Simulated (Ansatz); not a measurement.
Dissociation curves of SbH3 (SMILES [H][Sb]([H])[H])

SbH3 has 4 atoms, charge 0, and is taken as a singlet. As SMILES, `[H][Sb]([H])[H]`. Geometry: a GFN2-xTB relaxation, a rough one for these elements and not checked as a minimum.

```xyz
4

Sb   -0.0054    0.0070    0.7453
H     1.3628   -0.0310   -0.2384
H    -0.6566    1.1911   -0.2614
H    -0.7008   -1.1671   -0.2455
```

The Sb1–H3 distance is scanned; the parts on either side stay rigid. Basis STO-3G, 18 core orbitals frozen in the correlated methods; program Ansatz 0.2.0. FCI is exact within this basis and core. Energies in eV from each method's value at 1.685 Å; methods without a U are spin-restricted. The shape above is that at 1.685 Å.

| distance (Å) | PBE | CAM-B3LYP | HSE06 | B2PLYP | RPA@PBE | MP2 | CCSD(T) | FCI |
| --- | --- | --- | --- | --- | --- | --- | --- | --- |
| 1.685 | 0.00 | 0.00 | 0.00 | 0.00 | 0.00 | 0.00 | 0.00 | 0.00 |
| 2.107 | 1.01 | 1.24 | 1.15 | 1.19 | 0.98 | 1.24 | 1.01 | 1.01 |
| 2.528 | 2.67 | 3.19 | 3.01 | 3.03 | 2.61 | 3.16 | 2.47 | 2.47 |
| 3.370 | 5.06 | 6.17 | 5.71 | 5.33 | 4.54 | 5.25 | 3.64 | 3.66 |
| 4.213 | 5.93 | 7.43 | 6.73 | 5.39 | 4.67 | 4.63 | 3.75 | 3.77 |

Departure from the FCI curve at its largest: PBE +2.16 eV at 4.21 Å; CAM-B3LYP +3.67 eV at 4.21 Å; HSE06 +2.96 eV at 4.21 Å; B2PLYP +1.67 eV at 3.37 Å; RPA@PBE +0.90 eV at 4.21 Å; MP2 +1.59 eV at 3.37 Å; CCSD(T) -0.02 eV at 4.21 Å. The curve of MP2 turns over, which the reference doesn't. Functionals converge differently with the basis, so for them the departure isn't an error alone.

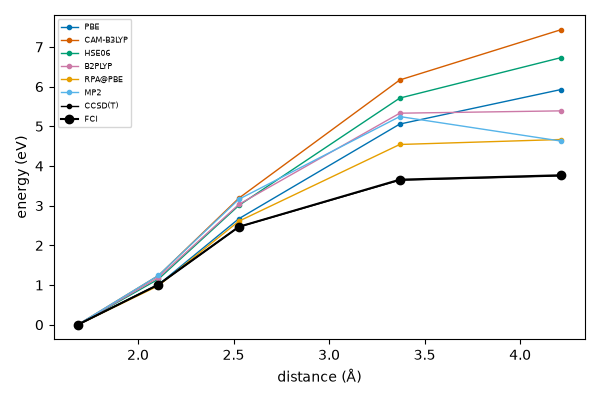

The curves of the table.
